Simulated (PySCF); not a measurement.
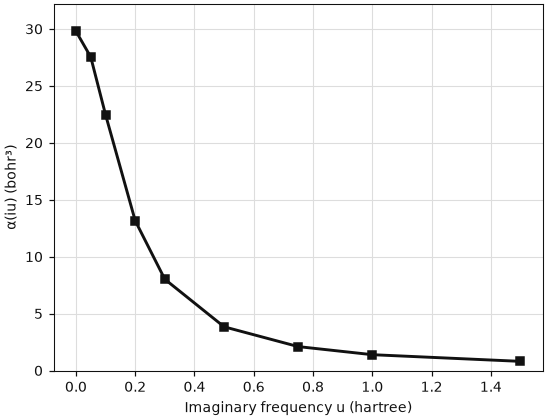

Dipole polarisability at imaginary frequency of an atom or ion with 7 electrons in the configuration [He] 2s 2p³ 3s. Coupled response at the M06-L level; PySCF, aug-cc-pVTZ-DK, spin-free X2C-1e, unrestricted single determinants, no spin-orbit coupling.

**Which species is it, and what does the curve give?**

F III (F²⁺). The static dipole polarisability is 29.8 bohr³; α(iu) falls to half of it near u = 0.18 hartree. The Casimir–Polder integral gives C₆ = 121 hartree bohr⁶ for two such species.
